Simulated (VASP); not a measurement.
Band structure of RbLiZnS2 (space group I-4m2). Level of theory: PBEsol GGA, VASP's PBE PAW potentials (set 64) (plane waves; VASP).

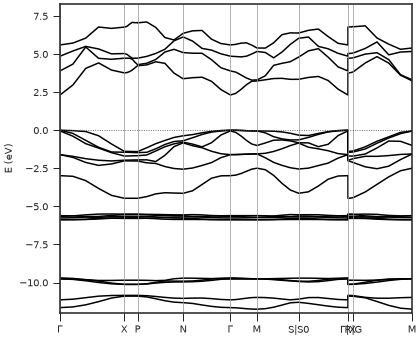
*Bands along high-symmetry lines, zero at the valence-band maximum or, without a gap, the Fermi level*

Task: Read the plot: is there a gap, and where are the band edges?

Result: The gap is direct, 2.31 eV, from the valence maximum at Γ to the conduction minimum at Γ.

The structure comes from a computed database's RbLiZnS2 entry; how it stands against other phases isn't given here. The cell was not relaxed at this level.
